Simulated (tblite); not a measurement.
C₅H₉NOS: relaxed scan

The run: relaxed scan of C₅H₉NOS, SMILES C[C@@H]1CS[C@H]1C(N)=O. Method and program: GFN2-xTB relaxed scan under a harmonic restraint, gas phase (tblite 0.8.0).

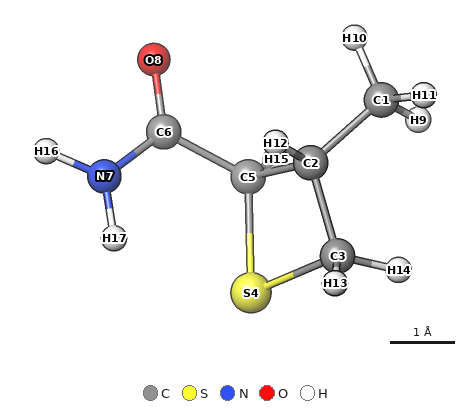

**Figure 1.** The structure (ball-and-stick view, seen at a tilt; atoms are numbered from 1 in the order of the input). Bond lengths as drawn: C–C 1.52 to 1.54 Å, C–H 1.09 Å, C–N 1.35 Å, C–O 1.21 Å, C–S 1.83 to 1.84 Å and H–N 1.01 Å.

The input:
```
{"job": {"xc": "GFN2-xTB", "basis": "xTB", "coordinate": [["t", [4, 5, 6, 15], 0.25], ["t", [4, 5, 6, 16], 0.25], ["t", [7, 5, 6, 15], 0.25], ["t", [7, 5, 6, 16], 0.25]], "kind": "drive"}, "charge": 0, "multiplicity": 1}
C     -1.542086     0.408801     1.296589
C     -0.600724     0.450861     0.107959
C     -1.259335     0.359750    -1.271847
S     -0.054346    -0.884246    -1.862455
C      0.286993    -0.801232    -0.058592
C      1.722951    -0.601782     0.387631
N      2.549870    -0.122374    -0.560531
O      2.053174    -0.799800     1.535567
H     -2.196671    -0.458557     1.237546
H     -0.966462     0.347212     2.217051
H     -2.155183     1.306989     1.325264
H      0.030085     1.342492     0.171093
H     -1.256266     1.267374    -1.870012
H     -2.258907    -0.070848    -1.250585
H     -0.127484    -1.675370     0.446357
H      3.523017     0.008651    -0.341738
H      2.244373    -0.065892    -1.519207
```

The first line tells a small driver script what to run in tblite; the rest is the geometry in Å.

Launch command:
```bash
OMP_NUM_THREADS=1 python <driver script> task.json out
```

Output:
```
point  coordinate     E/eV
  0     11.900     -694.54372
  1     26.300     -694.41112
  2     41.200     -694.27227
  3     56.300     -694.10889
  4     71.800     -693.95921
  5     87.700     -693.89263
  6    103.500     -693.93529
  7    119.100     -694.05305
  8    134.300     -694.21396
  9    149.100     -694.37371
 10    163.800     -694.50874
 11    178.000     -694.57275
```

Results in brief:

```json
{"quantity": "outcome", "value": "converged"}
{"quantity": "hardware", "value": "1 CPU thread, shared host"}
{"quantity": "wall time", "value": "4.9 s"}
{"quantity": "peak memory", "value": "0.19 GiB"}
```
